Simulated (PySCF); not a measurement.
# A workflow on BH2Cl (SMILES BCl)

We compute a series of 19 runs (PBE0-D4/def2-TZVP, CCSD(T)/def2-TZVPP, RI-MP2/def2-QZVPP, PBE-D4/def2-TZVPP, r2SCAN-D4/def2-TZVPP, B3LYP-D4/def2-TZVPP, PBE0-D4/def2-TZVPP, wB97M-V/def2-TZVPP, and more) of BClH2. Input form: a Python script.

Program for the calculation: PySCF 2.14.0.

1 further run of the same task is left out (for a faulty analytic Hessian).

## (1) Starting point

The species is BH2Cl (4 atoms), meant as a singlet with charge 0. As SMILES, `BCl`. All atoms were displaced at random from a relaxed shape. The run starts from this shape.

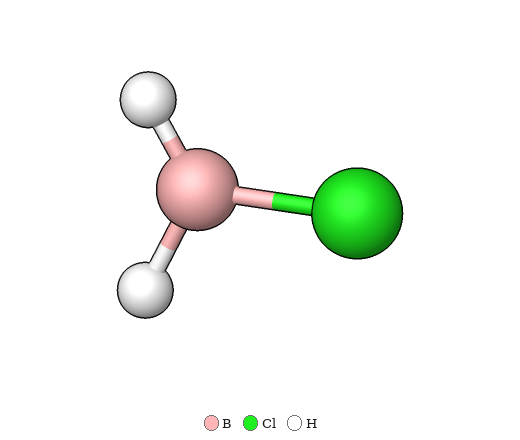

Viewed from a chosen angle; boron pink, chlorine green, hydrogen white.

## (2) A structure relaxation at PBE0-D4/def2-TZVP (density fitting with def2-universal-jkfit) (run 1)

Contents of geometry.xyz:

```xyz
4
BClH2
B     -0.100618     0.065724    -0.151441
Cl     1.351125    -0.434180     0.748345
H     -1.156032    -0.501727     0.256652
H     -0.081453     0.850317    -0.902265
```

Contents of job.py:

```python
# BCl
from pyscf import gto, dft
from pyscf.geomopt.geometric_solver import kernel as optimise

mol = gto.M(
    atom='geometry.xyz',
    max_memory=1860,
    verbose=3,
    basis='def2-tzvp',
    spin=0,
)

mf = dft.RKS(mol, xc='pbe0')
mf = mf.density_fit(auxbasis='def2-universal-jkfit')
mf.disp = 'd4'
mf.max_cycle = 100
mf.grids.level = 4
mf.conv_tol = 1e-09
converged, mol_eq = optimise(mf, maxsteps=100)
print('converged:', converged)
print(mol_eq.tostring())

mf.reset(mol_eq)
mol = mol_eq
mf.kernel()
energy = mf.e_tot
print('Final energy', energy)
```

Run with:

```console
OMP_NUM_THREADS=1 python job.py
```

Output:

```text
maxiter                   100
[... 21 lines left out ...]
> Convergence Criteria:
[... 16 lines left out ...]
WARN: Mole.unit (angstrom) is changed to Bohr
[... 10 lines left out ...]
Step    0 : Gradient = 6.107e-02/9.798e-02 (rms/max) Energy = -486.0864277253
[... 28 lines left out ...]
converged SCF energy = -486.092574723248
[... 37 lines left out ...]
converged SCF energy = -486.096120987876
[... 37 lines left out ...]
converged SCF energy = -486.09617336702
[... 29 lines left out ...]
Converged! =D
[... 1 line left out ...]
converged: True
B          -0.12535948        0.03552506       -0.08318521
Cl          1.33759030       -0.42395498        0.72429804
H          -1.13765702       -0.49925529        0.24220123
H          -0.06082874        0.86764391       -0.93162178
converged SCF energy = -486.096173541439
Final energy -486.09617354143865
```

It took 38 s on 1 thread of Arm Neoverse V2, shared host; peak memory 0.78 GiB.

The path in brief:

```
step  energy from the first frame kept (eV)  largest force (eV/Å)
   0                                 0.0000                5.0383
   1                                -0.1142                1.6976
   2                                -0.1673                2.2301
   3                                -0.2478                0.9902
   4                                -0.2638                0.2510
   5                                -0.2651                0.0411
   6                                -0.2652                0.0135
   7                                -0.2652                0.0049
```

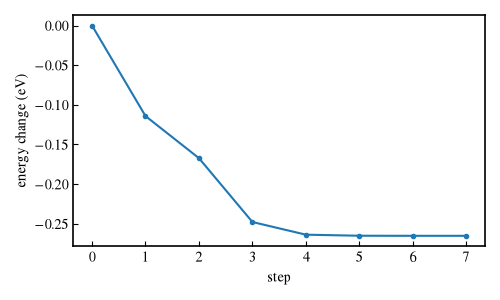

Energy along the run.

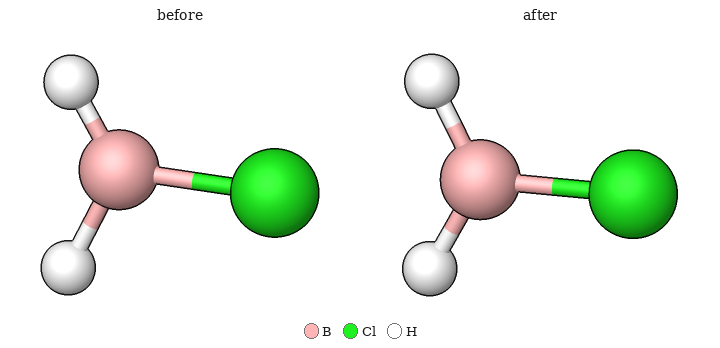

Before and after, at one scale.

After the run. Bond lengths: B1–Cl2 1.733 Å, B1–H3 1.190 Å, B1–H4 1.190 Å. Angles: Cl2–B1–H3 118.1°, Cl2–B1–H4 118.1°, H3–B1–H4 123.7°.

## (3) The energy at CCSD(T)/def2-TZVPP (run 3)

Contents of calc.py:

```python
from pyscf import gto, scf, cc

mol = gto.M(
    atom='B -0.125359 0.035525 -0.083185; Cl 1.337590 -0.423955 0.724298; H -1.137657 -0.499255 0.242201; H -0.060829 0.867644 -0.931622',
    basis='def2-tzvpp',
    max_memory=1860,
    spin=0,
    verbose=3,
)

calc0 = scf.RHF(mol)
calc0.conv_tol = 1e-10
calc0.kernel()
if not calc0.converged:
    calc0 = calc0.newton().run(calc0.mo_coeff, calc0.mo_occ)

mycc = cc.CCSD(calc0, frozen=6)
mycc.kernel()
e_t = mycc.ccsd_t()
energy = mycc.e_tot + e_t
print(f'total energy: {energy:.8f} hartree')
```

Run with:

```console
OMP_NUM_THREADS=1 python calc.py
```

Output:

```text
converged SCF energy = -485.390390329878
E(CCSD) = -485.7154445202456  E_corr = -0.3250541903673869
CCSD(T) correction = -0.0124455417385767
total energy: -485.72789006 hartree
```

Wall time 20 s (1 thread of Arm Neoverse V2, shared host); peak memory 0.57 GiB.

Runs 4 to 19 aren't shown in full; the table further down has their settings and results.

## (4) The doublet cation: the energy at UB3LYP/6-31G(d) (spherical functions) (run 20)

Contents of mol.xyz:

```xyz
4

B     -0.125359     0.035525    -0.083185
Cl     1.337590    -0.423955     0.724298
H     -1.137657    -0.499255     0.242201
H     -0.060829     0.867644    -0.931622
```

Contents of input.py:

```python
from pyscf import gto, dft

molecule = gto.Mole()
molecule.atom = 'mol.xyz'
molecule.verbose = 3
molecule.spin = 1
molecule.charge = 1
molecule.max_memory = 1860
molecule.basis = '6-31g*'
molecule.build()

calc0 = dft.UKS(molecule)
calc0.xc = 'b3lyp'
calc0.conv_tol = 1e-10
calc0.grids.level = 5
calc0.kernel()
if not calc0.converged:
    calc0 = calc0.newton().run(calc0.mo_coeff, calc0.mo_occ)

etot = calc0.e_tot
print('Final energy', etot)
```

Run with:

```console
OMP_NUM_THREADS=1 python input.py
```

Output:

```text
converged SCF energy = -485.849811500201  <S^2> = 0.75403532  2S+1 = 2.0040313
Final energy -485.8498115002013
```

It took 5.4 s on 1 thread of Arm Neoverse V2, shared host; peak memory 0.24 GiB.

## (5) All runs side by side

```
run                                                          level      task  integral approximation  partner  energy (Eh)  dipole moment (D) of the reference  HOMO energy (eV)  LUMO energy (eV)  wall time
  1  PBE0-D4/def2-TZVP (density fitting with def2-universal-jkfit)  optimise    def2-universal-jkfit     base  -486.096174                                0.54             -8.65             -1.82       38 s
  3                                             CCSD(T)/def2-TZVPP    energy                    none     base  -485.727890                                0.88            -11.95              1.71       20 s
  4  RI-MP2/def2-QZVPP (density fitting with def2-universal-jkfit)    energy    def2-universal-jkfit     base  -485.724408                                0.91            -11.97              1.52      1.9 s
  5                                              PBE-D4/def2-TZVPP    energy                    none     base  -486.050053                                0.37             -7.27             -2.84      8.4 s
  6                                           r2SCAN-D4/def2-TZVPP    energy                    none     base  -486.235712                                0.50             -7.57             -2.46       18 s
  7                                            B3LYP-D4/def2-TZVPP    energy                    none     base  -486.313641                                0.52             -8.42             -2.04      8.1 s
  8                                             PBE0-D4/def2-TZVPP    energy                    none     base  -486.096531                                0.54             -8.65             -1.82      8.1 s
  9                                             wB97M-V/def2-TZVPP    energy                    none     base  -486.244369                                0.52            -10.92              0.20       35 s
 10                                              B2PLYP/def2-TZVPP    energy                    none     base  -486.129676                                0.69             -9.88             -0.43        9 s
 11                                               SVWN5/def2-TZVPP    energy                    none     base  -484.493035                                0.37             -7.33             -3.12        6 s
 12                                              M06-2X/def2-TZVPP    energy                    none     base  -486.259606                                0.67             -9.96             -0.85       19 s
 13                             B3LYP/6-31G* (spherical functions)    energy                    none     base  -486.265595                                0.66             -8.31             -1.76      3.3 s
 14                                                      HF/STO-3G    energy                    none     base  -480.128631                                1.50            -10.58              5.63     0.75 s
 15                                            UCCSD(T)/def2-TZVPP    energy                    none   cation  -485.305214                                   –            -20.95             -9.41       90 s
 16                                             UPBE-D4/def2-TZVPP    energy                    none   cation  -485.643781                                   –            -16.02            -14.85       15 s
 17                                           UB3LYP-D4/def2-TZVPP    energy                    none   cation  -485.897062                                   –            -17.32            -14.24       19 s
 18                                            UPBE0-D4/def2-TZVPP    energy                    none   cation  -485.680827                                   –            -17.58            -13.97       19 s
 19                                           U-wB97M-V/def2-TZVPP    energy                    none   cation  -485.824135                                   –            -19.65            -11.96       64 s
 20                            UB3LYP/6-31G* (spherical functions)    energy                    none   cation  -485.849812                                   –            -17.36            -14.32      5.4 s
```

## (6) Results

```
                                                               quantity          value
                                   doublet cation, run 20: total energy  -485.84981 Eh
             doublet cation, run 20: HOMO energy (highest over α and β)      -17.36 eV
              doublet cation, run 20: LUMO energy (lowest over α and β)      -14.32 eV
                                           doublet cation, run 20: ⟨S²⟩          0.754
 vertical ionisation energy (to the doublet cation), CCSD(T)/def2-TZVPP      11.502 eV
  vertical ionisation energy (to the doublet cation), PBE-D4/def2-TZVPP      11.055 eV
vertical ionisation energy (to the doublet cation), B3LYP-D4/def2-TZVPP      11.336 eV
 vertical ionisation energy (to the doublet cation), PBE0-D4/def2-TZVPP      11.312 eV
 vertical ionisation energy (to the doublet cation), wB97M-V/def2-TZVPP      11.435 eV
       vertical ionisation energy (to the doublet cation), B3LYP/6-31G*      11.314 eV
```

In words: At CCSD(T)/def2-TZVPP: the vertical ionisation energy comes to 11.50 eV (265 kcal/mol). At PBE-D4/def2-TZVPP: the vertical ionisation energy comes to 11.06 eV (1067 kJ/mol). The negative HOMO energy of the first species, 7.27 eV, lies 3.79 eV below that difference. At B3LYP-D4/def2-TZVPP: the vertical ionisation energy comes to 11.34 eV (1094 kJ/mol). −ε(HOMO) before ionisation, 8.42 eV, is 2.92 eV below this ionisation energy. At PBE0-D4/def2-TZVPP: removing an electron at fixed nuclei costs 11.31 eV (261 kcal/mol). Totals of different functionals can't be ranked against each other. In run 14 the basis is minimal, so the values are rough. All runs together took 6.5 min, the longest 90 s.
